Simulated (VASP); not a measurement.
Band structure of Zr. Computed with PBE GGA, VASP's PBE PAW potentials (set 64) (plane waves; VASP).

The cell holds a wide vacuum, so values per volume refer to the whole cell.

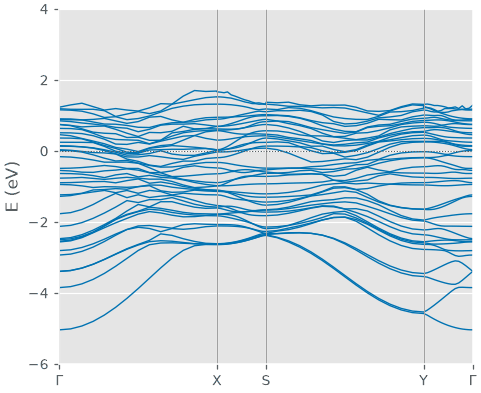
Figure: Bands along high-symmetry lines, zero at the valence-band maximum or, without a gap, the Fermi level

### Question
Read the plot: is there a gap, and where are the band edges?

### Answer
It has no gap at this level: it comes out as a metal or semimetal.

The cell is a sheet with vacuum, built from a generated structure.
